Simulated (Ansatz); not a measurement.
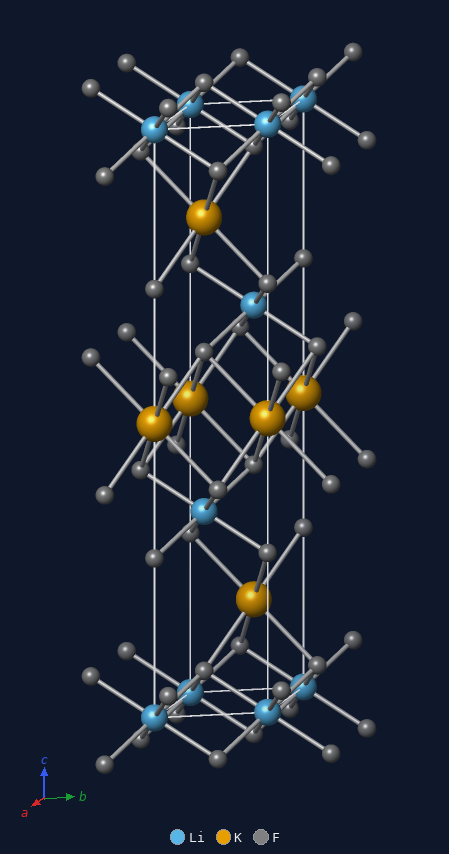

Ball-and-stick drawing of the structure, looking slightly off an axis. One conventional unit cell is framed, with atoms on its boundary repeated. A few atoms beyond the faces are included.

KLiF$_{2}$, α-NaFeO₂ type, space group R-3m (No. 166), a = 3.105 Å, b = 3.105 Å, c = 16.216 Å, α = 90.00°, β = 90.00°, γ = 120.00°. The cell started as a structure type filled with these elements by a generator (whether the compound takes this form wasn't checked). The cell was then strained or its atoms displaced on purpose. It was run through Ansatz as a DFT input.

This one geometry was computed with Ansatz (DFT, plane waves, PAW) at three levels of theory: PBE, r2SCAN and HSE06. It was relaxed with r2SCAN and then strained.

> Which level gives the highest pressure at this volume, and what does that say about its equilibrium volume?

Highest: PBE (11.7 GPa), which points to the largest equilibrium volume. Lowest, with the smallest volume: r2SCAN (8.5 GPa). Levels within 0.5 GPa of each other can't be told apart.

> How does the band gap change with the level of theory?

PBE: a gap of 7.29 eV, direct; r2SCAN: a gap of 8.05 eV, direct; HSE06: a gap of 9.42 eV, direct.

> Collect the results in a table.

| level | cutoff (eV) | k-mesh of the run's cell | gap (eV) | pressure (GPa) |
| --- | --- | --- | --- | --- |
| PBE | 420 | 10×10×10 | 7.29 | 11.7 |
| r2SCAN | 500 | 10×10×10 | 8.05 | 8.5 |
| HSE06 | 420 | 6×6×6 | 9.42 | 9.7 |

Gaps are taken on the k-mesh or band path of each run.
